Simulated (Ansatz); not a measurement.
**Nb₂S (charge +1): molecular dynamics**

Nb₂S, charge +1, multiplicity 2, computed with UKS r2SCAN/def2-SVP (Ansatz 0.2.0).

The geometry comes from this level: r2SCAN-D4/def2-TZVP.

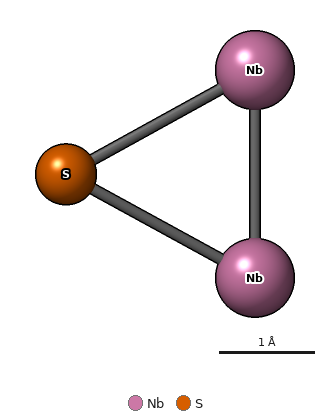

Figure 1. The starting structure (ball-and-stick view, seen at a tilt). Sticks mark near contacts. Bond lengths as drawn: Nb–Nb 2.19 Å and Nb–S 2.31 Å.

**Key numbers**

- outcome: finished
- mean temperature over the second half: 291 K
- trajectory: 15 steps, 7.5 fs
- ensemble: nvt_langevin
- temperature in the input: 300 K
- time step: 0.5 fs
- potential energy (last step): −13925.4078 eV
- ⟨S²⟩ (last step): 0.755
- SCF solution under orbital rotations (last step): stable
- largest force (length of the vector) (last step): 0.962 eV/Å
- hardware: 4 threads of Arm Neoverse V2, 23 GiB of memory available, shared host
- wall time: 59 s (CPU time 3.8 min)
- peak memory: 0.26 GiB

So short a trajectory is not equilibrated. The logged temperature at the start can lie below the typed one, since it is counted over all degrees of freedom.

**The input**
```yaml
crystal:
  periodic: [false, false, false]
  atoms:
    - {symbol: Nb, position_ang: [-0.169350, -1.251801, -0.249325]}
    - {symbol: Nb, position_ang: [1.179899, 0.468728, -0.214608]}
    - {symbol: S, position_ang: [-1.010549, 0.783083, 0.463933]}
basis:
  gaussian: {orbitals: def2-SVP}
total_charge: 1
magnetization: {spin_polarized: true, initial_magnetization: 1}
hamiltonian: {xc: {name: r2SCAN}}
md: {timestep: 0.5 fs, n_steps: 15, ensemble: nvt_langevin, temperature: 300, initial_velocities: maxwell_boltzmann, friction: 0.01, seed: 82}
scf: {omitted_lower_state_checks: [starts]}
```

Command:
```bash
ansatz run in.yaml --threads 4 --pin off --events-out ev --progress --plain --max-ram 3916MiB
```

**What the program printed**
```
Functional definition: r2SCAN
  name "r2SCAN"
  cite "Furness, Kaplan, Ning, Perdew & Sun, J. Phys. Chem. Lett. 11, 8208 (2020) doi:10.1021/acs.jpclett.0c02405"
  cite "Furness, Kaplan, Ning, Perdew & Sun, J. Phys. Chem. Lett. 11, 9248 (2020) doi:10.1021/acs.jpclett.0c03077"
  parent r2scan
  parameter k0 = 0.174
  parameter k1 = 0.065
  parameter a1 = 4.9479
  exchange = r2scan_x(k0 = k0, k1 = k1, a1 = a1)
  correlation = r2scan_c
these checks for a lower state are left out or cut short: starts
759 factors; their error is unknown
mean field evaluation 1: about -13914.7747 eV, gradient 4.5e1 eV
mean field evaluation 2: about -13874.1070 eV, gradient 9.0e1 eV
mean field evaluation 4: about -13922.8991 eV, gradient 1.9e1 eV
mean field evaluation 8: about -13925.4545 eV, gradient 3.1e-1 eV
mean field evaluation 16: about -13925.4246 eV, gradient 3.8e-3 eV
mean field evaluation 32: about -13925.4246 eV, gradient 2.5e-5 eV
mean field -13925.42463086 eV, -511.7499161922 hartree, gradient 2.4e-5 eV, S^2 0.755381; 0 other end points of the search recorded, 0 dependent functions left out
the calculation of the forces begins
reference -13925.42465697 eV, -511.7499171517 hartree; 21, 20 occupied and 59, 60 virtual orbitals, 759 factors
md step     0: t =     0.00 fs  T =   200.0 K  F+E_penalty+E_count = -13925.42463086 eV  E_kin = 0.077556 eV  (53 SCF iters)
these checks for a lower state are left out or cut short: starts, cluster_reference, orbital_swaps, neighbouring_geometries, increment
759 factors; their error is unknown
mean field -13925.42414931 eV, -511.7498984957 hartree, gradient 2.6e-5 eV, S^2 0.755373; 0 other end points of the search recorded, 0 dependent functions left out
[... from here on the field's lines of each further geometry are left out, up to the last ...]
md step     1: t =     0.50 fs  T =   196.0 K  F+E_penalty+E_count = -13925.42414931 eV  E_kin = 0.075996 eV  (47 SCF iters)
md step     2: t =     1.00 fs  T =   200.4 K  F+E_penalty+E_count = -13925.42364445 eV  E_kin = 0.077717 eV  (47 SCF iters)
md step     3: t =     1.50 fs  T =   218.3 K  F+E_penalty+E_count = -13925.42304276 eV  E_kin = 0.084667 eV  (47 SCF iters)
md step     4: t =     2.00 fs  T =   225.6 K  F+E_penalty+E_count = -13925.42226454 eV  E_kin = 0.087469 eV  (47 SCF iters)
md step     5: t =     2.50 fs  T =   248.9 K  F+E_penalty+E_count = -13925.42129302 eV  E_kin = 0.096526 eV  (49 SCF iters)
md step     6: t =     3.00 fs  T =   239.4 K  F+E_penalty+E_count = -13925.42019501 eV  E_kin = 0.092822 eV  (55 SCF iters)
md step     7: t =     3.50 fs  T =   240.9 K  F+E_penalty+E_count = -13925.41901556 eV  E_kin = 0.093410 eV  (55 SCF iters)
md step     8: t =     4.00 fs  T =   237.6 K  F+E_penalty+E_count = -13925.41778411 eV  E_kin = 0.092147 eV  (46 SCF iters)
md step     9: t =     4.50 fs  T =   251.7 K  F+E_penalty+E_count = -13925.41652256 eV  E_kin = 0.097598 eV  (46 SCF iters)
md step    10: t =     5.00 fs  T =   300.3 K  F+E_penalty+E_count = -13925.41514608 eV  E_kin = 0.116446 eV  (48 SCF iters)
md step    11: t =     5.50 fs  T =   314.2 K  F+E_penalty+E_count = -13925.41365997 eV  E_kin = 0.121858 eV  (47 SCF iters)
md step    12: t =     6.00 fs  T =   289.4 K  F+E_penalty+E_count = -13925.41209743 eV  E_kin = 0.112230 eV  (48 SCF iters)
md step    13: t =     6.50 fs  T =   331.0 K  F+E_penalty+E_count = -13925.41055765 eV  E_kin = 0.128342 eV  (48 SCF iters)
md step    14: t =     7.00 fs  T =   307.7 K  F+E_penalty+E_count = -13925.40909913 eV  E_kin = 0.119301 eV  (48 SCF iters)
the calculation of the forces begins
reference -13925.40784144 eV, -511.7492991925 hartree; 21, 20 occupied and 59, 60 virtual orbitals, 759 factors
these checks for a lower state are left out or cut short: starts
759 factors; their error is unknown
mean field -13925.40781539 eV, -511.7492982352 hartree, gradient 1.8e-5 eV, S^2 0.755281; 0 other end points of the search recorded, 0 dependent functions left out
the calculation of the forces begins
reference -13925.40784144 eV, -511.7492991925 hartree; 21, 20 occupied and 59, 60 virtual orbitals, 759 factors
md step    15: t =     7.50 fs  T =   294.6 K  F+E_penalty+E_count = -13925.40781539 eV  E_kin = 0.114241 eV  (28 SCF iters)
```

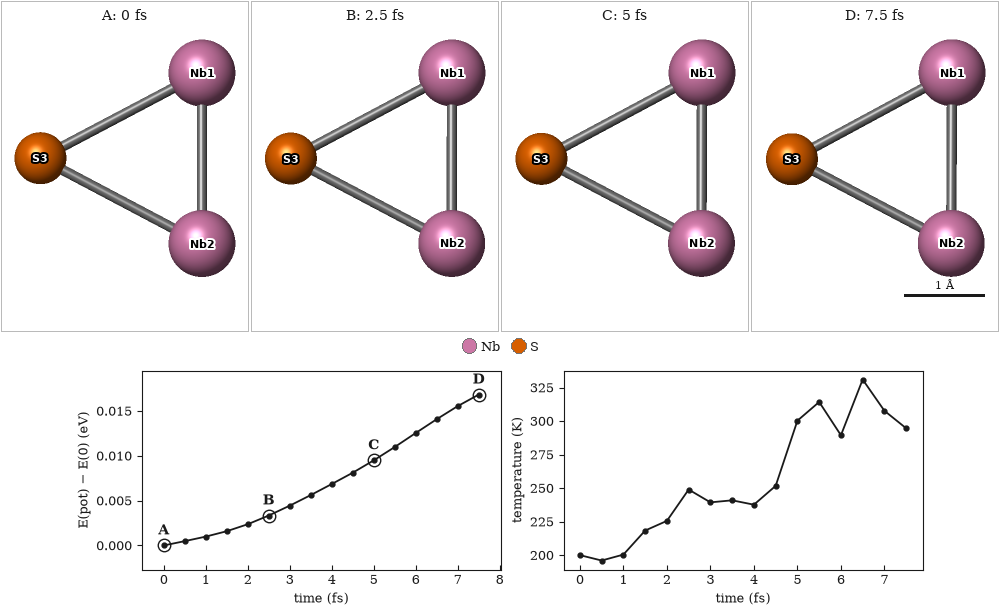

Figure 2. Frames of the molecular dynamics (ball-and-stick, seen at a tilt) above the curves, on which the letters mark them. The trajectory kept here has 16 frames over 7.5 fs. The temperature starts at 200 K, ranges from 196 to 331 K and averages 291 K over the second half. The potential energy ends 0.017 eV above its first value. After an unweighted best fit of the last frame on the first, the root-mean-square displacement is 0.01 Å.

```
Total energy: -13925.40784144 eV, -511.7492991925 hartree
Atom 0 at    -0.184590    -1.245749    -0.250470 Å, force     0.137473    -0.343105    -0.116802 eV/Å
Atom 1 at     1.180454     0.461836    -0.201967 Å, force     0.652859    -0.108018    -0.195265 eV/Å
Atom 2 at    -0.981419     0.806210     0.441485 Å, force    -0.790332     0.451123     0.312067 eV/Å
Dipole moment:     0.588755    -0.467962    -0.263634 e Å
Checks for a lower state left out: starts
```

**Trajectory as extended XYZ (Å, eV, eV/Å), 16 frames, from step=0 to step=15**
```
3
Properties=species:S:1:pos:R:3:forces:R:3 step=0 time_fs=0.0 energy=-13925.42463 temperature=200.0
Nb   -0.1694   -1.2518   -0.2493    0.0800  -0.1841  -0.0656
Nb    1.1799    0.4687   -0.2146    0.1986  -0.0321  -0.0624
S    -1.0105    0.7831    0.4639   -0.2786   0.2162   0.1280
3
Properties=species:S:1:pos:R:3:forces:R:3 step=1 time_fs=0.5 energy=-13925.42415 temperature=196.0
Nb   -0.1702   -1.2516   -0.2496    0.0845  -0.1905  -0.0683
Nb    1.1802    0.4681   -0.2138    0.2203  -0.0375  -0.0694
S    -1.0087    0.7843    0.4628   -0.3048   0.2280   0.1378
3
Properties=species:S:1:pos:R:3:forces:R:3 step=2 time_fs=1.0 energy=-13925.42364 temperature=200.4
Nb   -0.1711   -1.2514   -0.2497    0.0882  -0.1969  -0.0708
Nb    1.1804    0.4675   -0.2131    0.2420  -0.0421  -0.0763
S    -1.0069    0.7856    0.4617   -0.3302   0.2390   0.1471
3
Properties=species:S:1:pos:R:3:forces:R:3 step=3 time_fs=1.5 energy=-13925.42304 temperature=218.3
Nb   -0.1720   -1.2512   -0.2498    0.0914  -0.2048  -0.0735
Nb    1.1806    0.4668   -0.2123    0.2668  -0.0462  -0.0838
S    -1.0051    0.7869    0.4606   -0.3581   0.2510   0.1573
3
Properties=species:S:1:pos:R:3:forces:R:3 step=4 time_fs=2.0 energy=-13925.42226 temperature=225.6
Nb   -0.1729   -1.2509   -0.2499    0.0940  -0.2171  -0.0770
Nb    1.1806    0.4662   -0.2115    0.2970  -0.0490  -0.0925
S    -1.0031    0.7882    0.4593   -0.3910   0.2662   0.1695
3
Properties=species:S:1:pos:R:3:forces:R:3 step=5 time_fs=2.5 energy=-13925.42129 temperature=248.9
Nb   -0.1738   -1.2505   -0.2500    0.0957  -0.2353  -0.0817
Nb    1.1806    0.4656   -0.2106    0.3324  -0.0496  -0.1019
S    -1.0011    0.7895    0.4579   -0.4281   0.2849   0.1836
3
Properties=species:S:1:pos:R:3:forces:R:3 step=6 time_fs=3.0 energy=-13925.42020 temperature=239.4
Nb   -0.1747   -1.2501   -0.2501    0.0969  -0.2539  -0.0864
Nb    1.1805    0.4650   -0.2097    0.3698  -0.0500  -0.1118
S    -0.9990    0.7908    0.4564   -0.4667   0.3039   0.1981
3
Properties=species:S:1:pos:R:3:forces:R:3 step=7 time_fs=3.5 energy=-13925.41902 temperature=240.9
Nb   -0.1755   -1.2496   -0.2502    0.0989  -0.2712  -0.0909
Nb    1.1805    0.4646   -0.2089    0.4064  -0.0515  -0.1216
S    -0.9969    0.7921    0.4547   -0.5053   0.3228   0.2125
3
Properties=species:S:1:pos:R:3:forces:R:3 step=8 time_fs=4.0 energy=-13925.41778 temperature=237.6
Nb   -0.1764   -1.2492   -0.2502    0.1019  -0.2875  -0.0954
Nb    1.1805    0.4641   -0.2081    0.4407  -0.0542  -0.1310
S    -0.9949    0.7935    0.4530   -0.5426   0.3418   0.2264
3
Properties=species:S:1:pos:R:3:forces:R:3 step=9 time_fs=4.5 energy=-13925.41652 temperature=251.7
Nb   -0.1774   -1.2486   -0.2502    0.1056  -0.3016  -0.0996
Nb    1.1805    0.4638   -0.2073    0.4732  -0.0582  -0.1401
S    -0.9930    0.7950    0.4514   -0.5788   0.3598   0.2397
3
Properties=species:S:1:pos:R:3:forces:R:3 step=10 time_fs=5.0 energy=-13925.41515 temperature=300.3
Nb   -0.1785   -1.2481   -0.2503    0.1106  -0.3134  -0.1036
Nb    1.1805    0.4634   -0.2064    0.5056  -0.0644  -0.1496
S    -0.9911    0.7966    0.4498   -0.6162   0.3778   0.2532
3
Properties=species:S:1:pos:R:3:forces:R:3 step=11 time_fs=5.5 energy=-13925.41366 temperature=314.2
Nb   -0.1797   -1.2476   -0.2504    0.1157  -0.3236  -0.1072
Nb    1.1804    0.4631   -0.2054    0.5390  -0.0716  -0.1596
S    -0.9891    0.7983    0.4481   -0.6547   0.3952   0.2668
3
Properties=species:S:1:pos:R:3:forces:R:3 step=12 time_fs=6.0 energy=-13925.41210 temperature=289.4
Nb   -0.1809   -1.2471   -0.2504    0.1192  -0.3352  -0.1107
Nb    1.1802    0.4628   -0.2045    0.5738  -0.0772  -0.1695
S    -0.9872    0.8001    0.4465   -0.6930   0.4124   0.2802
3
Properties=species:S:1:pos:R:3:forces:R:3 step=13 time_fs=6.5 energy=-13925.41056 temperature=331.0
Nb   -0.1822   -1.2466   -0.2505    0.1246  -0.3428  -0.1138
Nb    1.1802    0.4624   -0.2036    0.6045  -0.0856  -0.1788
S    -0.9852    0.8020    0.4449   -0.7291   0.4283   0.2926
3
Properties=species:S:1:pos:R:3:forces:R:3 step=14 time_fs=7.0 energy=-13925.40910 temperature=307.7
Nb   -0.1834   -1.2461   -0.2506    0.1311  -0.3451  -0.1158
Nb    1.1803    0.4621   -0.2028    0.6311  -0.0964  -0.1876
S    -0.9833    0.8041    0.4431   -0.7621   0.4415   0.3034
3
Properties=species:S:1:pos:R:3:forces:R:3 step=15 time_fs=7.5 energy=-13925.40782 temperature=294.6
Nb   -0.1846   -1.2457   -0.2505    0.1375  -0.3431  -0.1168
Nb    1.1805    0.4618   -0.2020    0.6529  -0.1080  -0.1953
S    -0.9814    0.8062    0.4415   -0.7903   0.4511   0.3121
```
